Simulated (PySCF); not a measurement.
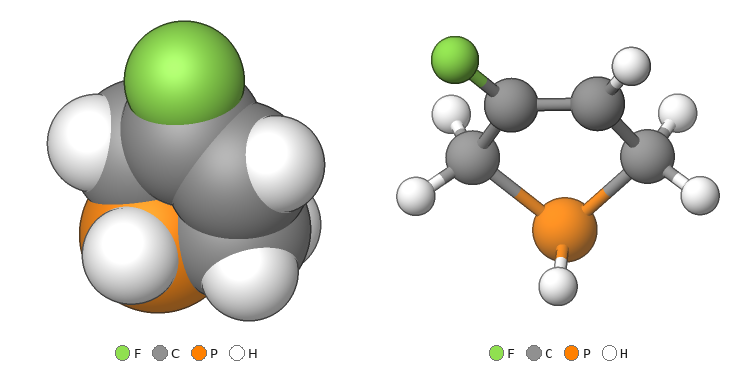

Two views of one molecule.

The geometry was computed by an optimisation with GFN2-xTB. No frequency run is at hand to confirm it as a minimum.

What does the picture show?

The molecule is C₄H₆FP. As SMILES it reads `FC1=CCPC1`. Independent rings (smallest set): 1 of 5 members. Among its groups: alkene, C–F bond. This geometry has C1 symmetry. Coordination: 2 C trigonal planar; 2 C tetrahedral; 1 P trigonal pyramidal.

More results for the same structure follow; atom numbers are the same in all pictures, views and colours differ.

## Shape

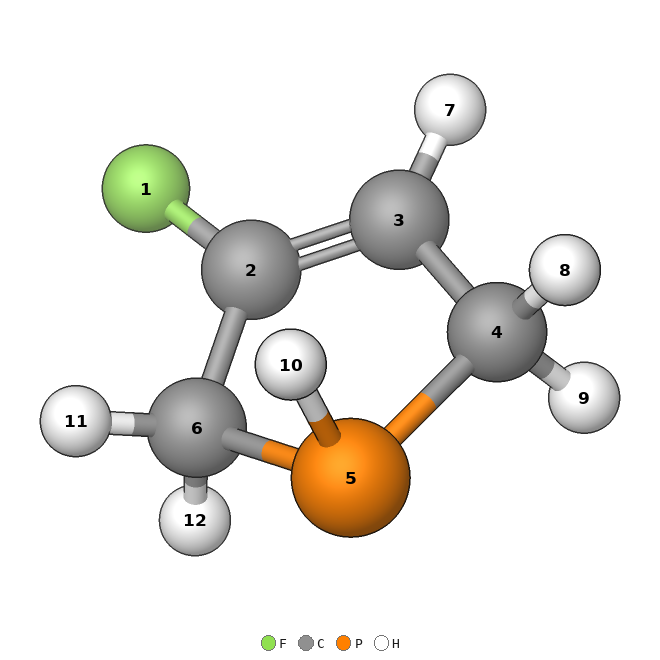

Numbered structure. No frequency run is at hand to confirm it as a minimum.

Give the bond lengths.

```tsv
bond	length (Å)	order
F1–C2	1.347	single
C2–C3	1.321	double
C2–C6	1.495	single
C3–C4	1.496	single
C3–H7	1.077	single
C4–P5	1.875	single
C4–H8	1.092	single
C4–H9	1.096	single
P5–C6	1.869	single
P5–H10	1.405	single
C6–H11	1.092	single
C6–H12	1.096	single
```

## Dipole moment

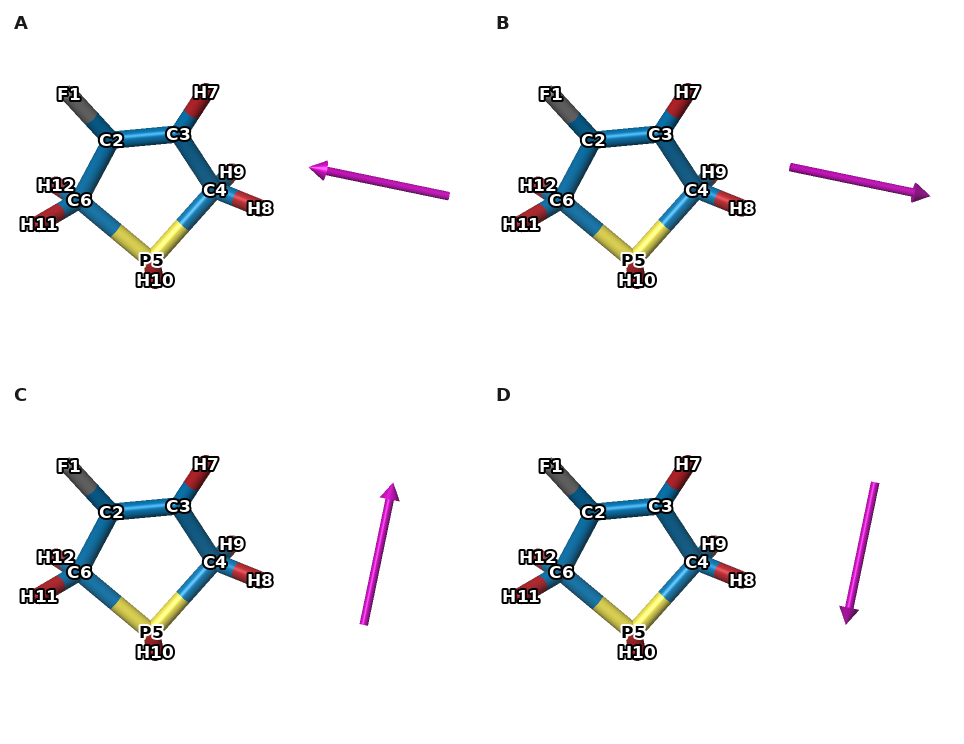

The same molecule four times, each with an arrow. No frequency run is at hand to confirm it as a minimum. Level of theory: PBE0/def2-SVPD, gas phase (PySCF 2.14.0).

Which arrow points along the dipole moment, from the negative to the positive end?

B. The dipole moment is 0.89 D; it points from the side of F1, H11 to the side of H8 (the outermost atoms at the two ends).

## Polarisability

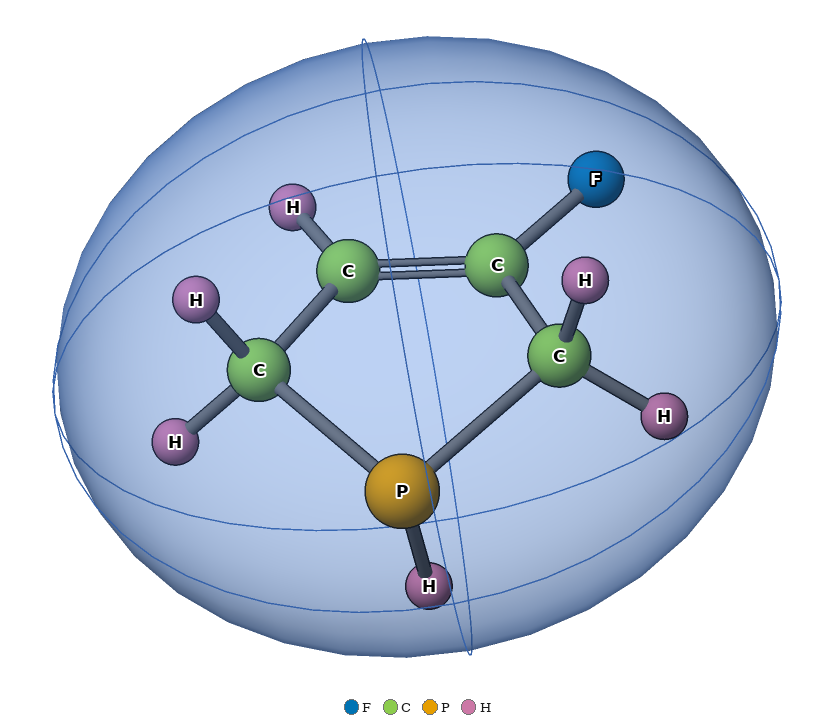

The ellipsoid shows the static dipole polarisability: its half-axes are proportional to the principal values. No frequency run is at hand to confirm it as a minimum. Computed with PBE0/def2-SVPD (PySCF 2.14.0).

Give the principal values, the mean and the anisotropy.

Principal values 55.5, 73.5, 77.8 bohr³; mean 68.9 bohr³ (10.22 Å³); anisotropy 20.5 bohr³, so the longest axis is 1.40 times the shortest.

## Excitation

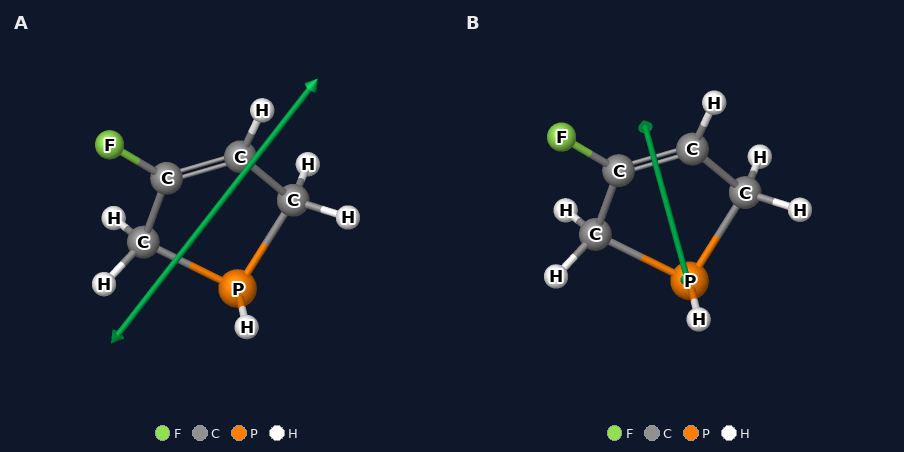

The double arrows show the directions of two transition dipoles from the ground state (lengths mean nothing). No frequency run is at hand to confirm it as a minimum. Level of theory: TDDFT PBE0/def2-SVPD, vertical, gas phase, core orbitals frozen in the response (PySCF 2.14.0).

One belongs to singlet state 4 and one to singlet state 7. Which is which?

A: state 7, 7.33 eV (169 nm), oscillator strength 0.094, mainly HOMO → LUMO+3 (weight 0.74).
B: state 4, 6.61 eV (187 nm), oscillator strength 0.025, mainly HOMO−1 → LUMO+1 (weight 0.94).

The geometry is semi-empirical. Around P such bond lengths and angles can be off by a tenth of an ångström or more and by several degrees, and values that hang on the shape move with them.
